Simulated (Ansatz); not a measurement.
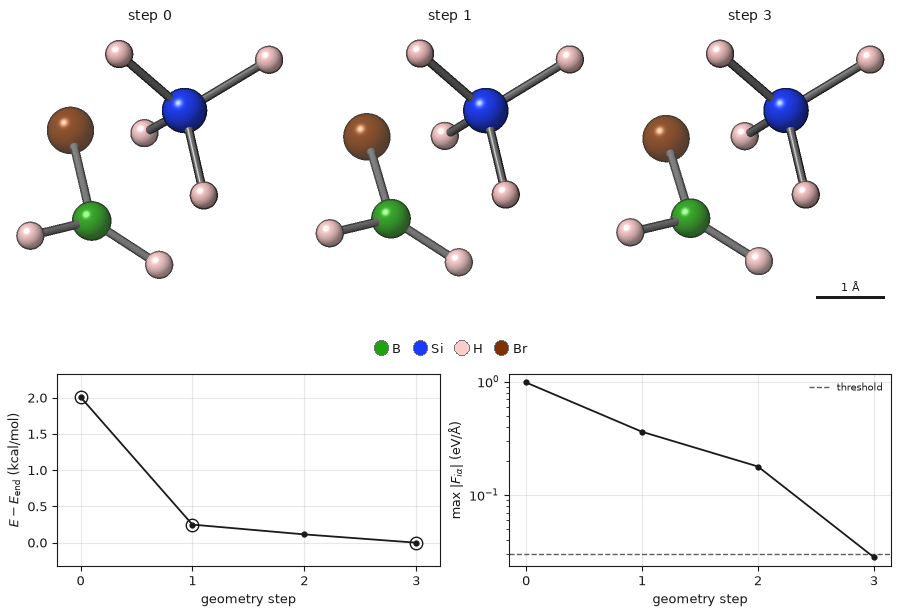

Frames of a relaxation of BSiH₆Br, marked on the history of the run. The picture is a ball-and-stick view, seen from a free direction.

The run prepares an end point of a later path (reaction) calculation, from a guessed geometry.

These are results of RKS r2SCANh/def2-SVP (Ansatz 0.2.0), not measurements. Settings: no spin polarisation; force threshold 0.03 eV/Å; at most 50 steps.

Q: Describe the path.

A: After 3 geometry steps the energy has fallen by 2.01 kcal/mol. Largest force component: 0.98 eV/Å at the start, 0.028 eV/Å at the end. The atom that moves furthest after the best rigid fit is the Br atom (0.16 Å). By element the largest moves are Br 0.16 Å, H 0.08 Å, B 0.08 Å, Si 0.06 Å. Near-neighbour distances that change, for instance: B–Br 1.996 → 1.915 Å, H–Si 1.455 → 1.504 Å. Cost: 14 s on 2 threads of Intel(R) Xeon(R) Platinum 8375C CPU @ 2.90GHz (Ice Lake) (shared host), peak memory 0.23 GiB. From step 0 to 1: the Br atom moves most (0.13 Å), energy −1.76 kcal/mol. From step 1 to 3: the Br atom moves most (0.03 Å), energy −0.25 kcal/mol.

```tsv
step	E − E(0), kcal/mol	largest force component, eV/Å
0	0.00	0.9827
1	-1.76	0.3612
2	-1.90	0.1785
3	-2.01	0.0283
```
